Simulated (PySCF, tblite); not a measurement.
# C3H12N4Si: geometry, infrared bands and NMR shifts

What infrared bands and NMR shifts should C3H12N4Si (`[H]/N=C/CN[Si@H](N)NC`) show?

Programs: tblite 0.8.0 and PySCF 2.14.0, with density-fitted response routines of our own. Each step states its level of theory. These are calculated values for one molecule in the gas phase, unless marked as measured. Atoms are numbered from 0 throughout.

## (1) The starting structure

20 atoms, charge 0, multiplicity 1; geometry from: force field or distance geometry start.

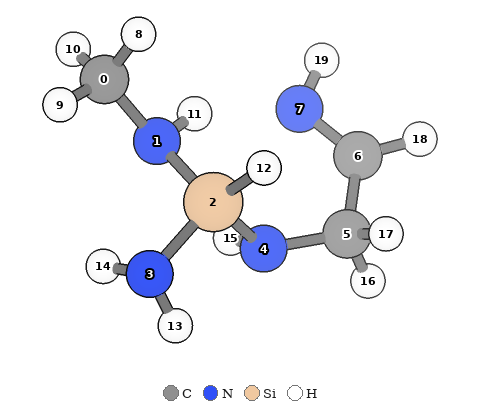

As it starts; carbon grey, nitrogen blue, silicon light orange, hydrogen white, atoms numbered; sticks join atoms by distance.

## (2) Optimising the geometry with GFN2-xTB

What the job is given:

```
{"job": {"kind": "relax", "xc": "GFN2-xTB", "basis": "xTB"}, "charge": 0, "multiplicity": 1}
C      2.352600    -0.548100     1.283400
N      1.165500    -0.574000     0.419200
Si     0.761200     0.591100    -0.677800
N      1.678600     0.179400    -2.007000
N     -0.745000     0.035900    -1.178700
C     -2.037400     0.602000    -0.784500
C     -2.409100     0.252400     0.644200
N     -1.699200    -0.524600     1.413300
H      2.326800     0.306700     1.970000
H      3.265200    -0.505400     0.703400
H      2.379500    -1.458800     1.887800
H      0.339300    -0.693400     1.028200
H      0.775000     1.998600    -0.242300
H      1.039000     0.123800    -2.783900
H      1.955000    -0.780100    -1.822200
H     -0.753400    -0.942500    -0.897300
H     -2.820200     0.204400    -1.424400
H     -2.057400     1.687500    -0.891800
H     -3.353600     0.684500     1.031300
H     -2.167400    -0.628600     2.325900
```

The run is started by

```
$ OMP_NUM_THREADS=1 python probes_run.py task.json out
```

One launch serves the whole session: the jobs run in the order shown.

What it wrote:

```text
step      E/eV     max force
  0    -705.63975    4.021
  1    -705.98898    2.434
  2    -706.07160    1.142
  3    -706.13805    0.668
  4    -706.22390    0.672
  5    -706.30644    0.762
  6    -706.36628    0.842
  7    -706.41692    0.740
  8    -706.45819    0.474
  9    -706.49096    0.597
 10    -706.52116    0.553
 11    -706.55063    0.320
 12    -706.57151    0.283
 13    -706.58785    0.296
 14    -706.60135    0.257
 15    -706.61220    0.208
 16    -706.62152    0.194
 17    -706.62910    0.187
 18    -706.63531    0.177
 19    -706.64076    0.151
 20    -706.64628    0.240
 21    -706.65204    0.272
 22    -706.65720    0.202
 23    -706.66145    0.170
 24    -706.66543    0.153
 25    -706.66975    0.207
 26    -706.67398    0.178
 27    -706.67698    0.109
 28    -706.67860    0.093
 29    -706.67989    0.098
 30    -706.68157    0.127
 31    -706.68353    0.125
 32    -706.68532    0.086
 33    -706.68661    0.082
 34    -706.68754    0.082
 35    -706.68836    0.070
 36    -706.68914    0.071
 37    -706.68985    0.072
 38    -706.69051    0.056
 39    -706.69123    0.066
 40    -706.69203    0.074
 41    -706.69281    0.078
 42    -706.69356    0.085
 43    -706.69428    0.067
 44    -706.69499    0.055
 45    -706.69563    0.059
 46    -706.69617    0.054
 47    -706.69666    0.062
 48    -706.69717    0.059
 49    -706.69767    0.058
 50    -706.69806    0.047
 51    -706.69836    0.038
 52    -706.69863    0.035
 53    -706.69890    0.046
 54    -706.69917    0.044
 55    -706.69941    0.038
 56    -706.69965    0.046
 57    -706.69994    0.043
 58    -706.70028    0.042
 59    -706.70060    0.041
 60    -706.70084    0.032
 61    -706.70105    0.040
 62    -706.70132    0.044
 63    -706.70163    0.050
 64    -706.70195    0.046
 65    -706.70223    0.037
 66    -706.70252    0.045
 67    -706.70288    0.058
 68    -706.70331    0.050
 69    -706.70359    0.035
 70    -706.70374    0.034
 71    -706.70385    0.027
 72    -706.70401    0.031
 73    -706.70412    0.021
 74    -706.70417    0.014
 75    -706.70420    0.014
 76    -706.70424    0.016
 77    -706.70428    0.016
 78    -706.70431    0.012
 79    -706.70433    0.010
```

Wall time 0.65 s (1 thread of Arm Neoverse V1, shared host); peak memory 0.18 GiB.

Along the way: (not every step is listed)

```
step  energy from step 0 (eV)  largest force (eV/Å)
   0                   0.0000                4.0207
   1                  -0.3492                2.4336
   2                  -0.4318                1.1418
   3                  -0.4983                0.6678
   4                  -0.5841                0.6715
   5                  -0.6667                0.7618
   6                  -0.7265                0.8417
   7                  -0.7772                0.7401
   8                  -0.8184                0.4735
  14                  -0.9616                0.2572
  20                  -1.0065                0.2400
  26                  -1.0342                0.1781
  32                  -1.0456                0.0865
  38                  -1.0508                0.0565
  44                  -1.0552                0.0553
  50                  -1.0583                0.0473
  56                  -1.0599                0.0461
  62                  -1.0616                0.0439
  68                  -1.0636                0.0502
  74                  -1.0644                0.0141
  75                  -1.0644                0.0144
  76                  -1.0645                0.0163
  77                  -1.0645                0.0163
  78                  -1.0646                0.0120
  79                  -1.0646                0.0098
```

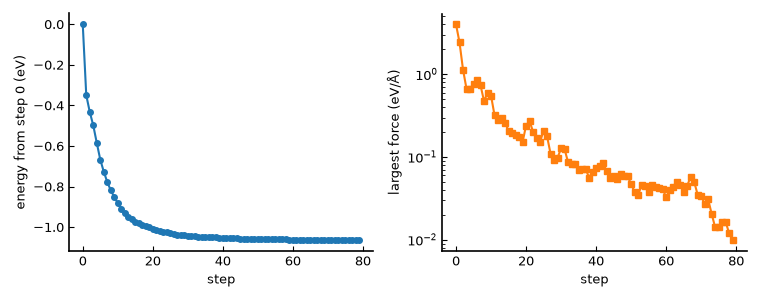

Energy and force, step by step.

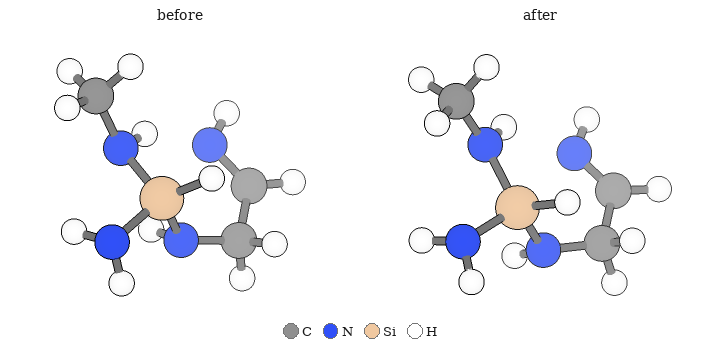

The geometry before (left) and after (right).

Close pairs (by a distance rule), those that changed most:

```
  bond  before (Å)  after (Å)  change (Å)
N1–Si2       1.651      1.716      +0.066
Si2–N3       1.667      1.728      +0.061
Si2–N4       1.682      1.736      +0.054
 C6–N7       1.304      1.254      -0.050
 N4–C5       1.465      1.433      -0.032
 C0–N1       1.469      1.441      -0.027
N1–H11       1.033      1.011      -0.022
 C5–C6       1.517      1.500      -0.017
```

The final coordinates are the input of the step that follows.

## (3) Harmonic vibrations with GFN2-xTB

What the job is given:

```
{"job": {"kind": "ir", "xc": "GFN2-xTB", "basis": "xTB"}, "charge": 0, "multiplicity": 1}
C      2.421132    -0.470678     1.284106
N      1.119078    -0.534952     0.669079
Si     0.645631     0.377279    -0.705199
N      1.848161     0.027590    -1.895358
N     -0.960978    -0.062059    -1.193092
C     -2.116251     0.612076    -0.678940
C     -2.535498     0.267594     0.719638
N     -1.892724    -0.544140     1.426871
H      2.486154     0.305515     2.055359
H      3.155565    -0.248760     0.513892
H      2.668429    -1.430910     1.743806
H      0.382849    -0.748193     1.328266
H      0.630986     1.844641    -0.612789
H      1.708538     0.392939    -2.822367
H      2.182576    -0.920336    -1.951589
H     -1.128809    -1.056321    -1.249305
H     -2.980807     0.425529    -1.334031
H     -1.924548     1.690069    -0.703255
H     -3.449124     0.792165     1.042003
H     -2.265509    -0.708368     2.359869
```

What it wrote:

```text
mode    cm-1     km/mol
  1      34.7      0.40
  2      75.5      0.99
  3     103.1      3.90
  4     129.5      8.09
  5     140.6      4.75
  6     157.9      5.43
  7     166.4      9.55
  8     189.6      9.65
  9     228.2      8.08
 10     257.9      7.85
 11     299.2     15.96
 12     363.2      8.85
 13     524.9    101.50
 14     544.2    101.02
 15     574.8    103.81
 16     623.2     99.13
 17     648.5     16.25
 18     662.2    175.34
 19     736.8    138.06
 20     755.9     29.87
 21     805.3     52.85
 22     857.6    163.23
 23     904.2    202.98
 24     934.4     33.99
 25     973.2     21.81
 26    1014.0     21.60
 27    1074.2     37.80
 28    1112.2      2.70
 29    1144.9    128.82
 30    1161.6     60.26
 31    1171.4     47.44
 32    1205.1     15.56
 33    1310.3      2.39
 34    1359.2     35.74
 35    1369.0    115.45
 36    1373.1    105.09
 37    1416.0      1.86
 38    1436.5     11.00
 39    1492.8      3.36
 40    1505.1      0.75
 41    1527.4     49.10
 42    1740.7    119.34
 43    2174.8    329.36
 44    2799.0    176.56
 45    2858.0     68.60
 46    2897.2     84.07
 47    2934.0     38.00
 48    2955.3     71.57
 49    3037.7     28.42
 50    3330.0     18.10
 51    3416.7      7.50
 52    3439.2      7.45
 53    3483.9      1.29
 54    3521.4      3.24
```

It took 0.82 s on 1 thread of Arm Neoverse V1, shared host; peak memory 0.18 GiB.

The strongest bands and the atoms that carry them (share of the mass-weighted mode):

```
cm⁻¹  km/mol                                 atoms
 662   175.3            H12 47 %, C6 12 %, N4 12 %
 737   138.1                              H12 82 %
 858   163.2          Si2 27 %, H14 22 %, H13 15 %
 904   203.0                     Si2 40 %, N3 36 %
1145   128.8  H19 29 %, N4 20 %, C5 19 %, H18 14 %
1741   119.3                      C6 59 %, N7 37 %
2175   329.4                              H12 97 %
2799   176.6                              H18 93 %
```

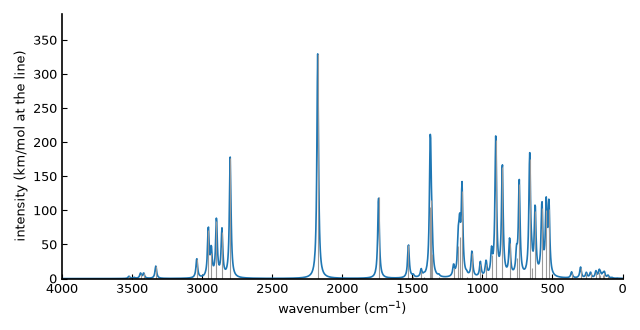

The infrared spectrum from these modes, unscaled. Lines are broadened to a width of 14 cm⁻¹ (Lorentzian).

## (4) Shielding tensors: PBE0/pcSseg-1

Settings changed since step 3:

```diff
@@ -1,2 +1,2 @@
-{"job": {"kind": "ir", "xc": "GFN2-xTB", "basis": "xTB"}, "charge": 0, "multiplicity": 1}
+{"job": {"kind": "nmr", "xc": "PBE0", "basis": "pcSseg-1"}, "charge": 0, "multiplicity": 1}
 C      2.421132    -0.470678     1.284106
```

Method: GIAO PBE0/pcSseg-1 NMR shielding, non-relativistic, gas phase.

What it wrote:

```text
coarse grid: 16576 points
cycle   1  E = -629.3831414276  dE =  9.214e-01  |g| = 6.877e-01  |ddm| = 3.944e+00
cycle   2  E = -629.2888266220  dE =  9.431e-02  |g| = 9.612e-01  |ddm| = 1.615e+00
cycle   3  E = -629.4848991146  dE = -1.961e-01  |g| = 1.303e-01  |ddm| = 1.022e+00
cycle   4  E = -629.4880180291  dE = -3.119e-03  |g| = 5.974e-02  |ddm| = 1.329e-01
cycle   5  E = -629.4887689827  dE = -7.510e-04  |g| = 1.018e-02  |ddm| = 5.313e-02
cycle   6  E = -629.4887889732  dE = -1.999e-05  |g| = 3.757e-03  |ddm| = 1.141e-02
cycle   7  E = -629.4887919083  dE = -2.935e-06  |g| = 6.245e-04  |ddm| = 3.312e-03
final grid: 153984 points
cycle   8  E = -629.5250685898  dE = -3.511e-05  |g| = 1.012e-02  |ddm| = 2.670e-02
cycle   9  E = -629.5250568223  dE =  1.177e-05  |g| = 1.271e-02  |ddm| = 1.923e-02
cycle  10  E = -629.5250913492  dE = -3.453e-05  |g| = 1.341e-03  |ddm| = 1.080e-02
cycle  11  E = -629.5250917218  dE = -3.726e-07  |g| = 4.469e-04  |ddm| = 1.285e-03
cycle  12  E = -629.5250917612  dE = -3.936e-08  |g| = 1.241e-04  |ddm| = 3.829e-04
cycle  13  E = -629.5250917642  dE = -3.050e-09  |g| = 3.396e-05  |ddm| = 1.179e-04
cycle  14  E = -629.5250917645  dE = -2.424e-10  |g| = 4.549e-06  |ddm| = 3.680e-05
converged SCF energy = -629.5250917645

GIAO shielding tensors (ppm)
atom      isotropic    diamagn.    paramagn.     s11        s22        s33       span
  0 C      155.956     241.042     -85.086    133.238    146.986    187.645     54.407
  1 N      230.457     328.726     -98.269    197.316    232.544    261.510     64.194
  2 Si     377.471     883.627    -506.156    343.959    378.455    409.999     66.040
  3 N      241.702     319.998     -78.297    207.157    253.421    264.528     57.371
  4 N      224.581     329.074    -104.493    197.113    207.626    269.006     71.893
  5 C      132.693     244.720    -112.027    110.358    123.969    163.753     53.395
  6 C        4.249     251.999    -247.749   -104.504     -4.080    121.332    225.837
  7 N      -70.170     327.520    -397.690   -375.831    -79.351    244.671    620.502
  8 H       28.935      28.128       0.807     23.424     26.836     36.545     13.121
  9 H       28.900      28.576       0.324     23.666     28.971     34.063     10.397
 10 H       28.993      27.737       1.256     23.873     26.650     36.456     12.583
 11 H       29.862      36.739      -6.877     17.613     30.221     41.752     24.139
 12 H       27.033      32.760      -5.728     23.685     25.534     31.880      8.195
 13 H       31.579      31.285       0.295     24.698     27.161     42.879     18.182
 14 H       31.378      32.871      -1.493     24.809     28.186     41.139     16.330
 15 H       31.154      36.494      -5.340     24.395     29.219     39.847     15.452
 16 H       27.904      28.107      -0.204     22.364     26.651     34.696     12.332
 17 H       27.992      30.495      -2.503     24.151     26.905     32.919      8.768
 18 H       23.377      27.639      -4.262     22.087     23.797     24.248      2.161
 19 H       21.350      29.603      -8.253     15.076     23.796     25.180     10.104
```

It took 41 s on 1 thread of Arm Neoverse V1, shared host; peak memory 0.91 GiB.

The references, computed at this level on geometries of the same kind, shield at (ppm): 1H TMS 31.72, 13C TMS 186.9, 29Si TMS 349.2, 15N NH3 267.7. Their shielding less the atom's gives the shift. The references are single molecules in the gas phase, so shifts against H2O, NH3, PH3, H3PO4 or CFCl3 are not on the usual liquid scales and can be off by tens of ppm. Atoms listed in one row are averaged.

```
      atoms                             environment  σ (ppm)  δ (ppm)
         C6                carbon bonded to C, N, H      4.2    182.7
         C5              carbon bonded to C, N, 2 H    132.7     54.2
         C0                 carbon bonded to N, 3 H    156.0     31.0
        H19      hydrogen on a nitrogen bonded to C    21.35    10.37
        H18     hydrogen on a carbon bonded to C, N    23.38     8.34
        H12     hydrogen on a silicon bonded to 3 N    27.03     4.68
        H16     hydrogen on a carbon bonded to C, N    27.90     3.81
        H17     hydrogen on a carbon bonded to C, N    27.99     3.73
H8, H9, H10        hydrogen on a carbon bonded to N    28.94     2.77
        H11  hydrogen on a nitrogen bonded to C, Si    29.86     1.86
        H15  hydrogen on a nitrogen bonded to C, Si    31.15     0.56
   H13, H14     hydrogen on a nitrogen bonded to Si    31.48     0.24
         N7                 nitrogen bonded to C, H    -70.2    337.9
         N4             nitrogen bonded to C, Si, H    224.6     43.1
         N1             nitrogen bonded to C, Si, H    230.5     37.3
         N3              nitrogen bonded to Si, 2 H    241.7     26.0
        Si2                silicon bonded to 3 N, H    377.5    -28.3
```

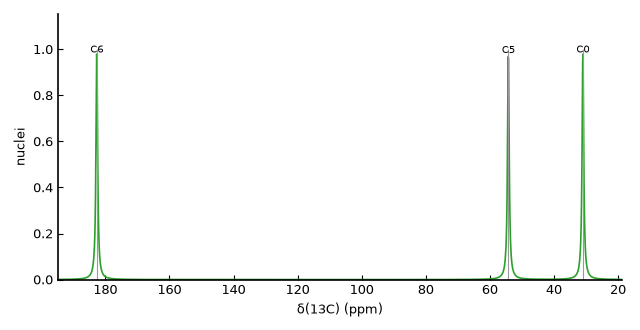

13C lines at the computed shifts, without couplings. Lines are broadened to a width of 0.61 ppm (Lorentzian).

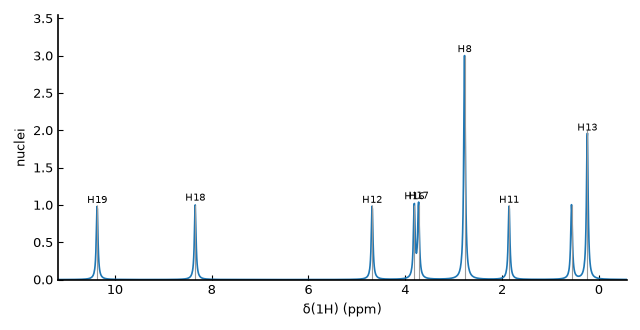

1H lines at the computed shifts, without couplings. Lines are broadened to a width of 0.04 ppm (Lorentzian).

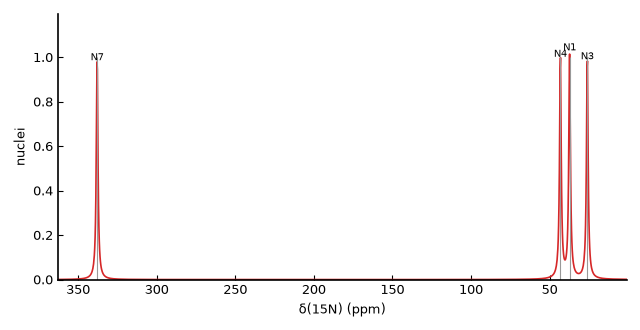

15N lines at the computed shifts, without couplings. Lines are broadened to a width of 1 ppm (Lorentzian).

Charges from the same density, by scheme (e):

```
atoms  Mulliken    IAO  Hirshfeld  ESP fit
   C0     -0.09  -0.30      -0.07    -0.03
   N1     -0.69  -0.70      -0.26    -0.73
  Si2      1.01   1.21       0.42     0.89
   N3     -0.63  -0.86      -0.33    -1.03
   N4     -0.65  -0.68      -0.25    -0.84
   C5     -0.01  -0.16      -0.03     0.19
   C6      0.02   0.04       0.06     0.32
   N7     -0.37  -0.44      -0.20    -0.70
```

Hirshfeld charges:

C0 -0.07; N1 -0.26; Si2 0.42; N3 -0.33; N4 -0.25; C5 -0.03; C6 0.06; N7 -0.20; H8 0.03; H9 0.04; H10 0.04; H11 0.08; H12 -0.10; H13 0.11; H14 0.11; H15 0.11; H16 0.05; H17 0.05; H18 0.04; H19 0.12

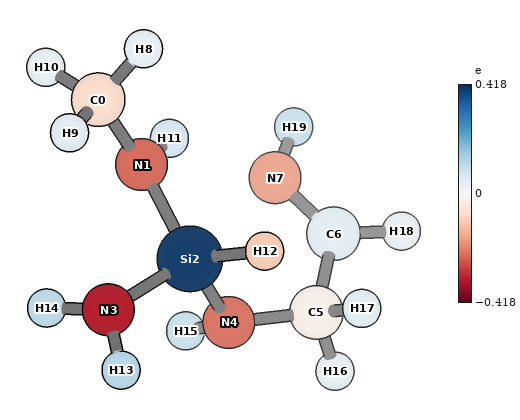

Hirshfeld charges, as colours on the atoms.

Mayer bond orders: C0–N1 0.98, N1–Si2 1.04, Si2–N3 1.04, Si2–N4 0.95, N4–C5 1.04, C5–C6 0.97, C6–N7 2.02.

## (5) Outcome

```
                                                              quantity                                                      value
                             strongest single infrared mode (GFN2-xTB)                                      2175 cm⁻¹, 329 km/mol
                                          zero-point energy (GFN2-xTB)                                             101.4 kcal/mol
                                13C shifts against TMS (PBE0/pcSseg-1)                                      182.7, 54.2, 31.0 ppm
1H shifts against TMS (PBE0/pcSseg-1, means over atoms taken as alike)  10.37, 8.34, 4.68, 3.81, 3.73, 2.77, 1.86, 0.56, 0.24 ppm
                                15N shifts against NH3 (PBE0/pcSseg-1)                                337.9, 43.1, 37.3, 26.0 ppm
                               29Si shifts against TMS (PBE0/pcSseg-1)                                                  -28.3 ppm
```

What this shows: Over 79 steps the energy fell by 1.065 eV; of the close pairs, N1–Si2 changed most, 1.651 to 1.716 Å. No mode is imaginary among the 54: a minimum at this level. The strongest single mode, at 2175 cm⁻¹, moves mainly H12. GFN2-xTB is a fitted tight-binding method: band positions and strengths are rough. Its intensities can rank the bands wrongly. At PBE0/pcSseg-1: The widest tensor belongs to N7: span 621 ppm, with a paramagnetic part of -398 ppm.
